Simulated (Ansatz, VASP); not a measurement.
# Cross-check of Y between VASP and Ansatz

Wanted: the spread between two codes on one cell, functional and k mesh.

Main program and level: Ansatz 0.2.0; plane waves, with VASP 6.6.1 beside it; relaxation of cell and atoms at PBE.

## Step 1: The starting structure

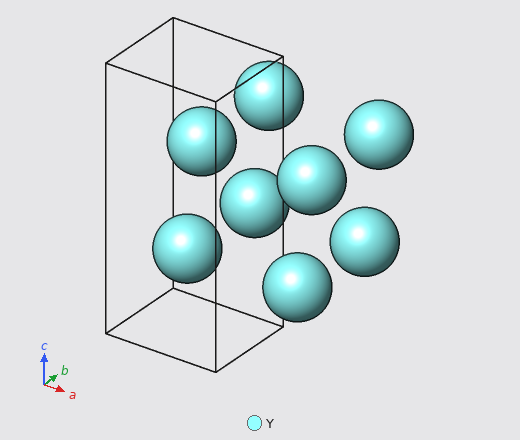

The cell as given, slightly off an axis (yttrium teal). 2×2×1 cells are drawn.

## Step 2: Ansatz: relaxation of cell and atoms, PBE

Ansatz runs on its default PAW (the set named soft_2) files.

The relaxed volume is the usual yardstick between codes: its relative difference is about their pressure difference at one cell divided by the bulk modulus.

Contents of input.yaml:

```yaml
crystal:
  lattice:
    - [3.6474, 0.0, 0.0]
    - [-1.8237, 3.1587410578, 0.0]
    - [0.0, 0.0, 5.7306]
  atoms:
    - { symbol: "Y", position: [0.3333333333, 0.6666666667, 0.25] }
    - { symbol: "Y", position: [0.6666666667, 0.3333333333, 0.75] }
hamiltonian:
  xc: pbe
  pseudopotentials: { kind: paw }
kpoints:
  mp_grid: { grid: [8, 8, 5] }
scf:
  occupations: { method: fermi_dirac, width: 0.05 }
relax:
  f_tol: 0.01
  max_steps: 60
  cell: { stress_tol: 0.05 }
output:
  forces: true
  stress: true
  write_density: true
  write_potential: true
  elf: true
  volumetric_format: npy
```

Started as:

```sh
$ ansatz run input.yaml --threads 4 --pin off --max-ram 9216MiB --backend cpu --events-out ev --progress --plain --runs-dir out
```

Numbers of over 12 decimals in the logs are rounded to 6 here.

The program printed:

```text
Engine: ansatz 0.2.0, aarch64-unknown-linux-gnu
Pseudopotentials: kind: paw
Pseudopotential: Y, paw, valence charge 11, recommended cutoff 420 eV (normal), Y.paw.azcp
Functional definition: PBE
  parameter kappa = 0.804
  parameter beta = 0.066725
  exchange = pbe_x(kappa = kappa, mu = beta*pi^2/3)
  correlation = pbe_c(beta = beta)
Crystal: 2 atoms, lattice volume = 66.023 Å³
Basis set: ecut = 420 eV, 1267 PW (Γ), exchange–correlation on 50×50×80 points (8 copies of the dense FFT grid, shifted against one another)
Bands: 15, of which v1, the nominal top of the filled ones, is band 11 counted from 1 (10 counted from 0)
Symmetry: 24 space group operations
Space group: P63/mmc (ITA 194), of the structure as read, at distance tolerance 4.0e-5 Å
k-points: 30 of 320
Non-local potential: Y, projectors of the file, l = 0: 3, l = 1: 2, l = 2: 2, l = 3: 1
PAW form: soft (Blöchl's): semilocal exchange-correlation on the pseudo side does not see the compensation charge
PAW one-centre angular grid: Y, 590 points (default); XC on 64 Gauss nodes
Initial density: superposition of atomic densities (neutral atoms: chi_scale 0, normalization atom), corrected by the library's trained network
Initial wavefunctions: pseudopotential atomic-orbital guess
Functional: x = pbe(κ = 0.804, μ = 0.219515), c = pbe(β = 0.066725)
SCF iter   1: F=—  HF=-7697.342543 eV  |F-HF|=—  |Δ(HF+E_count)|=         —  Δρ=1.60e-3  dr2=1.25e-3  ethr=1.77e-3  ⟨swp⟩=4.4  Hψ=1975  notcnv=0
preconditioner: auto → Kerker (q_TF=auto, 2.272 Å⁻¹)  [metal: Δε(μ)=0.041 eV  Ē_g=2.509 eV  σ=0.050 eV  W_gap=0.20  n_scr=22 (ndim 8)  ℏωp=11.2 eV  f_vac=0.000  D(μ)=5.13/eV (n_scr^D=54)]
SCF iter   2: F=—  HF=-7697.343053 eV  |F-HF|=—  |Δ(HF+E_count)|=   5.10e-4  Δρ=1.04e-3  dr2=5.19e-4  ethr=5.67e-6  ⟨swp⟩=2.3  Hψ=1042  notcnv=0
SCF iter   3: F=—  HF=-7697.343431 eV  |F-HF|=—  |Δ(HF+E_count)|=   3.78e-4  Δρ=2.31e-4  dr2=4.59e-5  ethr=2.36e-6  ⟨swp⟩=2.0  Hψ=548  notcnv=0
SCF iter   4: F=—  HF=-7697.343413 eV  |F-HF|=—  |Δ(HF+E_count)|=   1.86e-5  Δρ=1.34e-4  dr2=8.04e-6  ethr=2.09e-7  ⟨swp⟩=2.4  Hψ=659  notcnv=0
iter 5 did not close the SCF: its close was put off for the readings that it lacked (scf_convergence_deferred on its scf_iter line)
SCF iter   5: F=-7697.343413 eV  HF=-7697.343413 eV  |F-HF|=1.64e-8  |Δ(HF+E_count)|=   3.32e-7  Δρ=1.15e-5  dr2=4.96e-8  ethr=3.66e-8  ⟨swp⟩=2.1  Hψ=745  notcnv=0
SCF iter   6: F=-7697.343413 eV  HF=-7697.343413 eV  |F-HF|=6.70e-9  |Δ(HF+E_count)|=   2.68e-8  Δρ=4.52e-6  dr2=1.06e-8  ethr=2.26e-10  ⟨swp⟩=5.1  Hψ=2446  notcnv=0
SCF 1 converged in 6 iterations: F = -7697.343413 eV  dr2 = 1.06e-8
  greatest PAW one-centre occupation: 0.994 electrons in one spin orbital (limit 2), on the Y atom at site 1 (counted from 0), in its partial waves of l = 0
relax step   1: F+E_penalty+E_count = -7697.34341286 eV  Δ(F+E_penalty+E_count) = +0.000e0 eV  max|allowed force component| = 7.633e-17 eV/Å  Δτ_max = 0.0000 Å  P = -0.125 GPa  Ω = 66.023 Å³  (6 SCF iters, dr2 threshold 1.00e-7 eV, accepted)
[...]
relax step   2: F+E_penalty+E_count = -7697.34388650 eV  Δ(F+E_penalty+E_count) = -4.736e-4 eV  max|allowed force component| = 3.932e-17 eV/Å  Δτ_max = 0.0000 Å  P = +0.008 GPa  Ω = 65.811 Å³  energy of the carried Pulay correction = +5.057e-6 eV  (3 SCF iters, dr2 threshold 2.00e-7 eV, accepted)
[...]
relax step   3: F+E_penalty+E_count = -7697.34392853 eV  Δ(F+E_penalty+E_count) = -4.204e-5 eV  max|allowed force component| = 4.626e-18 eV/Å  Δτ_max = 0.0000 Å  P = -0.006 GPa  Ω = 65.836 Å³  energy of the carried Pulay correction = +4.448e-6 eV  (3 SCF iters, dr2 threshold 1.55e-8 eV, accepted)
[...]
relax step   4: F+E_penalty+E_count = -7697.34392325 eV  Δ(F+E_penalty+E_count) = +5.284e-6 eV  max|allowed force component| = 3.469e-18 eV/Å  Δτ_max = 0.0000 Å  P = -0.006 GPa  Ω = 65.836 Å³  stress off target by 8.05e-3 GPa  SCF on the basis re-selected at this cell (its energy is not comparable with the rows above)  (4 SCF iters)
basis re-selected at this cell: Δ(F+E_penalty+E_count) = +5.284e-6 eV, ΔP = +0.000 GPa vs the last step (what re-selecting the basis moved, of the pressure what is left beyond the Pulay correction that the steps carried, after the strain that the cell walked since its last selection, with what the two solves' SCF thresholds leave and, on support functions, any second-order correction that the steps lacked; it is no m [...]
SCF converged after 4 iterations
Free energy (F): -7697.343923 eV
Harris-Foulkes:  -7697.343923 eV  (|F-HF|=1.10e-10)
Internal energy: -7697.303489 eV  (E = F + TS)
E sigma→0 (E₀):  -7697.323706 eV
Entropy (-TS):   -0.040435 eV (-20.217 meV/atom)
Fermi energy:    9.296165 eV
--- Per-component energies (eV) ---
  E_band       = -244.334908
  E_kinetic    = 608.792566
  E_local      = -1230.465727  (includes V_loc(G=0)·N_el)
  E_nonlocal   = 100.233413
  E_hartree    = 390.254806
  E_xc         = -345.710055
  E_vxc        = -396.851725  (∫ρ·V_xc dr)
  E_paw        = -5650.715567  (= ΣΔE_a)
  E_vpaw       = -106.553085  (= ΣTr[D̂ρ^β])
  E_aug_tail   = 0.000007  (compensation charges beyond the density's cutoff)
  E_ewald      = -1569.692931
  E_smearing   = -0.040435  (= −TS)
  E_closure    = -0.000000  (closes the sum)
  Σ components = -7697.343923   (vs F -7697.343923, Δ=0.00e0)
--- Forces (eV/Å), atoms counted from 1 ---
  atom   1  Y      0.00000000     0.00000000     0.00000000
  atom   2  Y      0.00000000    -0.00000000    -0.00000000
  max |Σ_I F_I| component: 4.63e-18 eV/Å
--- Stress (GPa, compression-positive) ---
       -0.008046      -0.000000       0.000000
       -0.000000      -0.008046      -0.000000
        0.000000      -0.000000      -0.001735
  P = ⅓ Tr σ = -0.0059 GPa (-0.059 kbar)
--- Band table (eV; the first three rows and the last of 30) ---
  k-point 0: bands = [... 7 lower, -13.0383, 4.6647, 7.4771, 10.2231, 11.0486, 11.0486, 11.4020, 11.6640]
  k-point 1: bands = [... 7 lower, -13.0841, 4.9246, 7.2769, 10.0361, 10.9260, 10.9260, 11.1509, 11.4518]
  k-point 2: bands = [... 7 lower, -13.1071, 5.6368, 6.5707, 10.0709, 10.5714, 10.8869, 10.8869, 11.0916]
  k-point 29: bands = [... 7 lower, -13.1406, 8.3781, 8.5863, 9.2688, 9.2765, 9.8047, 9.8398, 11.7815]
--- Relaxed structure (3 steps of the walk, 3 accepted, 1 SCFs on fresh bases) ---
  F+E_penalty+E_count = -7697.34392325 eV   max|allowed force component| = 3.469e-18 eV/Å   (the final SCF, on the basis selected at the relaxed cell)
  cell:  # Å, volume = 65.8365 Å³
    - [3.653318, 0.0, 0]
    - [-1.826659, 3.163866, -2.5926779871260674e-19]
    - [0, -4.703646231596721e-19, 5.695882]
  atoms:
    - { symbol: Y, position: [0.333333, 0.666667, 0.25] }
    - { symbol: Y, position: [0.666667, 0.333333, 0.750000] }
```

It took 3 s on 4 threads of Arm Neoverse N1, shared host; peak memory 0.35 GiB; 9.8 s of CPU time.

## Step 3: VASP: relaxation of cell and atoms, PBE

The same cell, functional, mesh and smearing now go to VASP, with its own data sets and cutoff.

Lines of VASP's logs that name or quote its potential files are left out, and so is its time.

Contents of INCAR:

```
SYSTEM = Y
PREC = Accurate
ENCUT = 400
EDIFF = 1E-06
NELM = 100
ISMEAR = -1
SIGMA = 0.05
LREAL = .FALSE.
ALGO = Normal
GGA = PE
NBANDS = 17
LASPH = .TRUE.
LORBIT = 11
LWAVE = .FALSE.
LCHARG = .FALSE.
KPAR = 2
IBRION = 2
NSW = 60
ISIF = 3
EDIFFG = -0.01
```

Contents of POSCAR:

```
Y
1.0
    3.6474000000      0.0000000000      0.0000000000
   -1.8237000000      3.1587410578      0.0000000000
    0.0000000000      0.0000000000      5.7306000000
Y
2
Direct
    0.3333333333      0.6666666667      0.2500000000
    0.6666666667      0.3333333333      0.7500000000
```

Contents of KPOINTS:

```
Automatic mesh
0
Gamma
8 8 5
0 0 0
```

PAW data sets: Y_sv (PBE family, release 64).

Started as:

```sh
$ mpirun -np 2 vasp_std
```

The program printed:

```text
[banner, memory and clock lines left out]
running    2 mpi-ranks, on    1 nodes
 distrk:  each k-point on    1 cores,    2 groups
 distr:  one band on    1 cores,    1 groups

 POSCAR found type information on POSCAR Y
 POSCAR found :  1 types and       2 ions
 LDA part: xc-table for (Slater+PW92), standard interpolation
 POSCAR, INCAR and KPOINTS ok, starting setup
 FFT: planning ... GRIDC
 FFT: planning ... GRID_SOFT
 FFT: planning ... GRID
 WAVECAR not read
 entering main loop
       N       E                     dE             d eps       ncg     rms          rms(c)
DAV:   1     0.750355328776E+02    0.75036E+02   -0.10161E+04  1020   0.102E+03
DAV:   2    -0.641096386221E+01   -0.81446E+02   -0.80216E+02  1275   0.233E+02
DAV:   3    -0.131114277961E+02   -0.67005E+01   -0.66598E+01  1833   0.405E+01
DAV:   4    -0.132682859602E+02   -0.15686E+00   -0.15659E+00  1219   0.664E+00
DAV:   5    -0.132728776920E+02   -0.45917E-02   -0.45912E-02  1552   0.803E-01    0.329E+01
DAV:   6    -0.129398981879E+02    0.33298E+00   -0.43418E-01  1134   0.420E+00    0.204E+01
DAV:   7    -0.128837959110E+02    0.56102E-01   -0.84830E-01  1342   0.542E+00    0.178E+00
DAV:   8    -0.128734069690E+02    0.10389E-01   -0.16610E-01  1295   0.239E+00    0.123E+00
DAV:   9    -0.128723455147E+02    0.10615E-02   -0.40940E-03  1468   0.404E-01    0.404E-01
DAV:  10    -0.128724951969E+02   -0.14968E-03   -0.17760E-03  1169   0.388E-01    0.334E-01
DAV:  11    -0.128724330779E+02    0.62119E-04   -0.12834E-04  1386   0.100E-01    0.424E-02
DAV:  12    -0.128724287392E+02    0.43387E-05   -0.27124E-05  1219   0.447E-02    0.207E-02
DAV:  13    -0.128724299247E+02   -0.11855E-05   -0.48388E-06  1203   0.202E-02    0.992E-04
DAV:  14    -0.128724300444E+02   -0.11973E-06   -0.11037E-07   831   0.228E-03
   1 F= -.12872430E+02 E0= -.12852265E+02  d E =-.128724E+02
[...]
2 F= -.12873077E+02 E0= -.12852935E+02  d E =-.647162E-03
[...]
3 F= -.12873077E+02 E0= -.12852935E+02  d E =-.647411E-03
[...]
4 F= -.12873166E+02 E0= -.12853004E+02  d E =-.882716E-04
 trial-energy change:   -0.000088  1 .order   -0.000100   -0.000136   -0.000065
 step:   1.9288(harm=  1.9288)  dis= 0.00000  next Energy=   -12.873208 (dE=-0.131E-03)
 bond charge predicted
       N       E                     dE             d eps       ncg     rms          rms(c)
DAV:   1    -0.128736202861E+02   -0.45426E-03   -0.19877E-02  1022   0.101E+00    0.129E-01
DAV:   2    -0.128732855805E+02    0.33471E-03   -0.97140E-04  1195   0.205E-01    0.690E-02
DAV:   3    -0.128731596284E+02    0.12595E-03   -0.62714E-04  1438   0.146E-01    0.452E-02
DAV:   4    -0.128731635953E+02   -0.39670E-05   -0.32145E-05  1311   0.343E-02    0.285E-02
DAV:   5    -0.128731668938E+02   -0.32985E-05   -0.10780E-05  1360   0.171E-02    0.883E-03
DAV:   6    -0.128731666044E+02    0.28939E-06   -0.68277E-07   586   0.682E-03
   5 F= -.12873167E+02 E0= -.12852987E+02  d E =-.891490E-04
 curvature:  -1.06 expect dE=-0.281E-05 dE for cont linesearch -0.273E-05
 trial: gam= 0.00000 g(F)=  0.120E-48 g(S)=  0.266E-05 ort =-0.196E-04 (trialstep = 0.119E+01)
 search vector abs. value=  0.266E-05
 reached required accuracy - stopping structural energy minimisation
```

OUTCAR, selected parts (step 3):

```text
ion  position               nearest neighbor table
   1  0.333  0.667  0.250-   2 3.56   2 3.56   2 3.56   2 3.56   2 3.56   2 3.56
   2  0.667  0.333  0.750-   1 3.56   1 3.56   1 3.56   1 3.56   1 3.56   1 3.56

  LATTYP: Found a hexagonal cell.
 ALAT       =     3.6474000000
 C/A-ratio  =     1.5711465702

 Subroutine GETGRP returns: Found 24 space group operations
 (whereof 12 operations were pure point group operations)

The static configuration has the point symmetry D_3d.
 The point group associated with its full space group is D_6h.

 Found     30 irreducible k-points:

   k-points           NKPTS =     30   k-points in BZ     NKDIM =     30   number of bands    NBANDS=     17

   dimension x,y,z NGX =    24 NGY =   24 NGZ =   40
   dimension x,y,z NGXF=    48 NGYF=   48 NGZF=   80

   ENCUT  =  400.0 eV  29.40 Ry    5.42 a.u.   5.95  5.95  9.35*2*pi/ulx,y,z

   NELECT =      22.0000    total number of electrons

 k-points in reciprocal lattice and weights: Automatic mesh
   0.00000000  0.00000000  0.00000000       0.003
   0.12500000  0.00000000  0.00000000       0.019
   0.25000000  0.00000000  0.00000000       0.019
   0.37500000 -0.00000000  0.00000000       0.019
   0.50000000  0.00000000  0.00000000       0.009
   0.12500000  0.12500000  0.00000000       0.019
   0.25000000  0.12500000  0.00000000       0.038
   0.37500000  0.12500000  0.00000000       0.038
   0.25000000  0.25000000  0.00000000       0.019
[...]
0.25000000  0.25000000  0.40000000       0.038
   0.37500000  0.25000000  0.40000000       0.038

 average (electrostatic) potential at core
       1 -37.7402       2 -37.7402

 E-fermi :   2.9886

 k-point     1 :       0.0000    0.0000    0.0000
  band No.  band energies     occupation
    ...
      6     -19.3979      2.00000
      7     -19.3979      2.00000
      8     -19.3605      2.00000
      9      -1.6863      2.00000
     10       1.1544      2.00000
     11       3.9342      0.00000
     12       4.7412      0.00000
     13       4.7412      0.00000
     14       5.1012      0.00000
     15       5.3594      0.00000
    ...

 k-point     2 :       0.1250    0.0000    0.0000
  band No.  band energies     occupation
    ...
      6     -19.4537      2.00000
      7     -19.4047      2.00000
      8     -19.3740      2.00000
      9      -1.3601      2.00000
     10       1.4527      2.00000
     11       3.6054      0.00001
     12       4.1205      0.00000
     13       5.0238      0.00000
     14       5.0462      0.00000
     15       5.3912      0.00000
    ...

 k-point     3 :       0.2500    0.0000    0.0000
  band No.  band energies     occupation
    ...
      7     -19.4231      2.00000
      8     -19.4143      2.00000
      9      -0.4804      2.00000
     10       2.0641      2.00000
     11       2.9429      1.42699
     12       3.3670      0.00103
     13       4.5392      0.00000
     14       4.8873      0.00000
     15       4.9637      0.00000
     16       5.9228      0.00000
    ...

  Total       -0.0067365     -0.0067365      0.0044241      0.0000000      0.0000000      0.0000000
  in kB       -0.1643612     -0.1643612      0.1079426      0.0000000      0.0000000      0.0000000
  external PRESSURE =      -0.0735932 kB  Pullay stress =       0.0000000 kB

  energy-cutoff  :      400.00
  volume of cell :       65.67
      direct lattice vectors                 reciprocal lattice vectors
     3.651048502  0.000000000  0.000000000     0.273893924  0.158132731 -0.000000000
    -1.825524251  3.161900753  0.000000000     0.000000000  0.316265461 -0.000000000
     0.000000000  0.000000000  5.688265958     0.000000000  0.000000000  0.175800500

 POSITION                                       TOTAL-FORCE (eV/Angst)
 -----------------------------------------------------------------------------------
     -0.00000      2.10793      1.42207         0.000000     -0.000000      0.000000
      1.82552      1.05397      4.26620        -0.000000      0.000000      0.000000
 -----------------------------------------------------------------------------------
    total drift:                               -0.000000      0.000000     -0.000000

  FREE ENERGIE OF THE ION-ELECTRON SYSTEM (eV)
  ---------------------------------------------------
  free  energy   TOTEN  =       -12.8731666044 eV

  energy  without entropy=      -12.8328067682  energy(sigma->0) =      -12.85298669

 reached required accuracy - stopping structural energy minimisation

 total charge
# of ion       s       p       d       f       tot
--------------------------------------------------
    1        2.279   6.224   0.917   0.007   9.427
    2        2.279   6.224   0.917   0.007   9.427
--------------------------------------------------
tot          4.559  12.447   1.834   0.013  18.854

[... 3 further parts left out ...]
```

CONTCAR:

```
Y
   1.00000000000000
     3.6510485015824137    0.0000000000000000    0.0000000000000000
    -1.8255242507912068    3.1619007528562273    0.0000000000000000
     0.0000000000000000    0.0000000000000000    5.6882659580117965
  Y
     2
Direct
     0.3333333332999970    0.6666666667000030    0.2500000000000000
     0.6666666667000030    0.3333333332999970    0.7500000000000000
```

## Step 4: Differences

Known differences besides the PAW data sets themselves: both relaxations stop at a tolerance, which leaves soft axes loose, and VASP keeps its plane-wave basis; the cutoff is 420 eV in Ansatz and 400 eV in VASP; Ansatz adds a Pulay correction to the stress that steers its cell, VASP none. Total energies have different zeros and are not compared.

Compared:

```
                                         quantity  Ansatz   VASP  difference
                                      volume (Å³)   65.84  65.67     +0.26 %
edge a after relaxation, in the typed setting (Å)   3.653  3.651     +0.06 %
edge c after relaxation, in the typed setting (Å)   5.696  5.688     +0.13 %
```

The walks stopped with -0.01 GPa left in Ansatz and -0.01 GPa in VASP; each walk ends within a tolerance, so the volume difference is uncertain by about these residues over the bulk modulus, most in soft cells.

## Step 5: What came out

- difference in volume (relaxation of cell and atoms, PBE): 0.26 %

**Reading.** The difference in volume is 0.26 % (relaxation of cell and atoms, PBE), within the 1.2 % picked in this series as the mark of a large difference, as far as the stopping tolerances let one tell. How closely two codes agree says nothing of how well the functional describes the real material.

[Lines on the potential files, build, host, timing and source positions are cut from VASP's logs without a mark.]

[Logs are printed without paths, hosts, clocks, repeated set-up lines and the standing remarks that a program may print on its own settings, such as how far it seeks lower states.]

[Hosts, paths, dates, database ids (printed as entryN), source tags and the programs' standing remarks are cut or masked in the printed files.]
